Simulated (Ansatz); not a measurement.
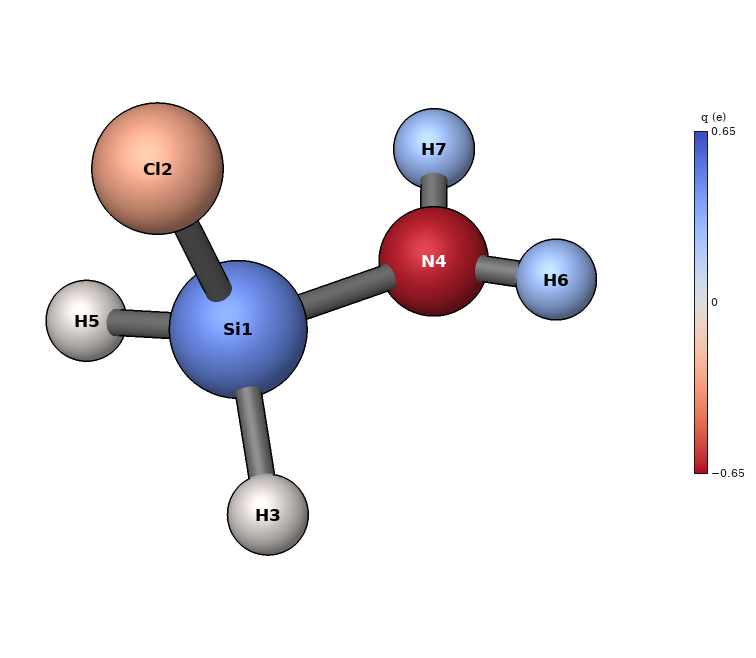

Atoms are coloured by their Mulliken charges. The computed structure is the end point of a PBE0-D4/def2-TZVP optimisation. Properties computed with RKS PBE0-D4/def2-TZVP (Ansatz 0.2.0).

**Which atom carries the highest charge (most positive or least negative)?**

Si1 (0.44 e).

**And the lowest?**

N4 (−0.62 e).

List the Mulliken charges.

| atom | value (e) |
| --- | --- |
| Si1 | 0.44 |
| Cl2 | −0.27 |
| H3 | −0.02 |
| N4 | −0.62 |
| H5 | −0.02 |
| H6 | 0.25 |
| H7 | 0.25 |

Mulliken values depend strongly on the basis set and can even reverse the polarity of a bond.
